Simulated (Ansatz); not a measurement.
Ligand exchange: C2H3N + SiH(NH2)2(SiH3) → C2H4Si + SiH(NH2)3

Species: C2H3N `C#CN`, singlet; SiH(NH2)2(SiH3), singlet; C2H4Si (ethynylsilane) `C#C[SiH3]`, singlet; SiH(NH2)3, singlet. The partners trade NH2 for SiH3: C–NH2 and Si–SiH3 bonds give way to C–SiH3 and Si–NH2.

Shapes, held fixed at every level: PBE0-D4/def2-TZVP. Flexible molecules stand in one conformer, not always the lowest. Programs: Ansatz 0.2.0. The zero-point and thermal change to 298 K, harmonic and unscaled (PBE0-D4/def2-TZVP), is +1.3 kJ/mol.

```
                level                   kind  ΔH(298 K) (kJ/mol)  less CCSD(T)/CBS estimate  CPU time (sum over the molecules)
     SPW92/def2-TZVPP                    LDA              -128.4                      +48.0                               17 s
   PBE0-D4/def2-TZVPP          global hybrid              -142.2                      +34.2                               34 s
r2SCAN0-D4/def2-TZVPP          global hybrid              -159.7                      +16.7                               48 s
    B2PLYP/def2-TZVPP          double hybrid              -170.7                       +5.7                               49 s
     CCSD(T)/def2-SVP  coupled cluster or CI              -149.0                      +27.4                               29 s
        CCSD/def2-SVP  coupled cluster or CI              -150.4                      +26.0                                  –
      CCSD/def2-TZVPP  coupled cluster or CI              -176.0                       +0.4                                  –
 CCSD(T)/CBS estimate  coupled cluster or CI              -176.4                        0.0                             23 min
```

The highest level, CCSD(T)/CBS estimate, gives ΔH(298 K) = -176.4 kJ/mol; the levels span -176.4 to -128.4. The column of differences is taken from that level and isn't an error. No measured value is set beside it here. The CBS estimate extrapolates MP2 from def2-TZVPP and def2-QZVPP and adds CCSD(T) − MP2 in the triple-zeta set, cores frozen. Times are processor times on shared x86 and Arm servers, and rough.

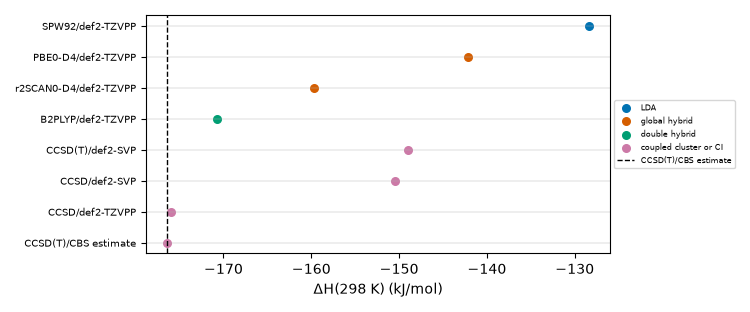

The values of the table, level by level.
